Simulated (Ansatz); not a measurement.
## Electronic structure of Ga₄Sb₃P in real space

Input

```
crystal:
  lattice:
    - [0.0, 5.9408455214, 5.9408455214]
    - [5.9408455214, 0.0, 5.9408455214]
    - [5.9408455214, 5.9408455214, 0.0]
  atoms:
    - { symbol: Ga, position: [0.0070147861, 0.0070147861, 0.0070147861] }
    - { symbol: Ga, position: [0.0070147861, 0.0070147861, 0.4789556416] }
    - { symbol: Ga, position: [0.0070147861, 0.4789556416, 0.0070147861] }
    - { symbol: Ga, position: [-0.0210443584, 0.5070147861, 0.5070147861] }
    - { symbol: Ga, position: [0.4789556416, 0.0070147861, 0.0070147861] }
    - { symbol: Ga, position: [0.5070147861, -0.0210443584, 0.5070147861] }
    - { symbol: Ga, position: [0.5070147861, 0.5070147861, -0.0210443584] }
    - { symbol: Ga, position: [0.5070147861, 0.5070147861, 0.5070147861] }
    - { symbol: P, position: [0.125, 0.125, 0.125] }
    - { symbol: Sb, position: [0.125, 0.125, 0.625] }
    - { symbol: Sb, position: [0.125, 0.625, 0.125] }
    - { symbol: Sb, position: [0.125, 0.625, 0.625] }
    - { symbol: Sb, position: [0.625, 0.125, 0.125] }
    - { symbol: Sb, position: [0.625, 0.125, 0.625] }
    - { symbol: Sb, position: [0.625, 0.625, 0.125] }
    - { symbol: P, position: [0.625, 0.625, 0.625] }
scf:
  occupations: { method: gaussian, width: 0.01 }
output:
  eigenvalues: true
  write_density: true
  write_potential: true
  elf: true
  volumetric_format: npy
hamiltonian:
  xc: pbesol
magnetization:
  noncollinear: true
  spin_orbit: true
kpoints:
  mp_grid: { grid: [3, 3, 3] }
```

Run with:

```sh
ansatz run input.yaml --threads 8 --pin off --max-ram 24576MiB --backend cpu --events-out ev --progress --plain --runs-dir out
```

Space group P-43m; a generated structure, not necessarily the stable one.

These are results of Ansatz 0.2.0, DFT PBEsol, spin-orbit coupling, plane waves, PAW, not measurements.

Core electrons are frozen (PAW), and the valence fields are smoothed inside the atomic spheres.

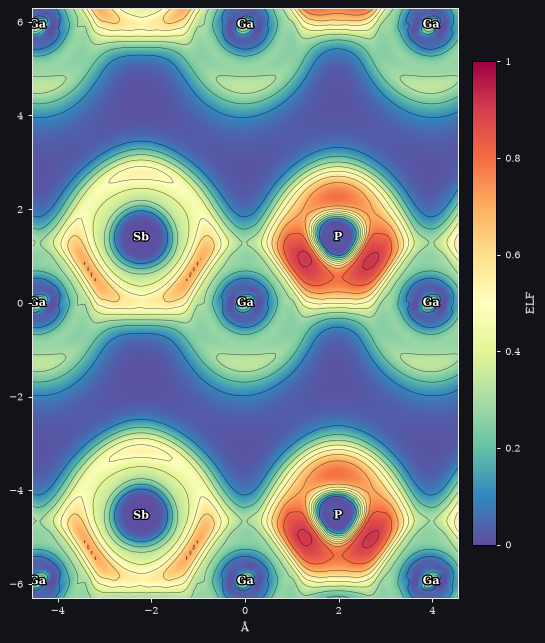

Figure 1. Electron localisation function on the (011̄) plane of the calculation cell.

Question: Describe what can be read from this map.

Answer: The section cuts through Ga, P and Sb sites.
Ga–P (2.43 Å): the ELF peaks at about 0.90 in the valence shell of P, 0.8 Å from its nucleus, and is about 0.75 at the midpoint.
Ga–Sb (2.62 Å): the ELF peaks at about 0.70 between the atoms.

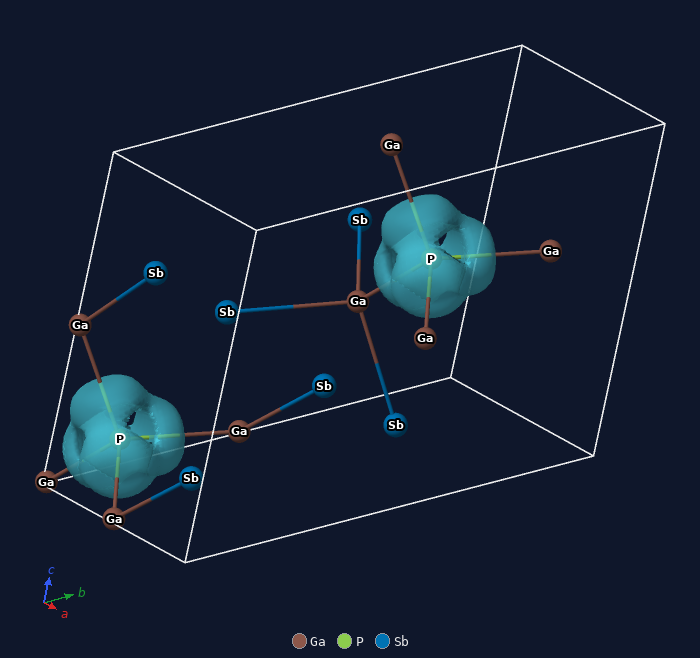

Figure 2. Isosurface of the ELF at 0.75 (cyan), seen slightly off an axis. Only the valence region is drawn (cores and ρ < 0.01 e/Å³ removed). Sticks mark near contacts.

Question: What do the ELF domains correspond to?

Answer: At this value the surface marks out two regions on P in which the atom's valence shell and bonds are merged, counted in one cell of 16 atoms. Regions shared between cells count once.
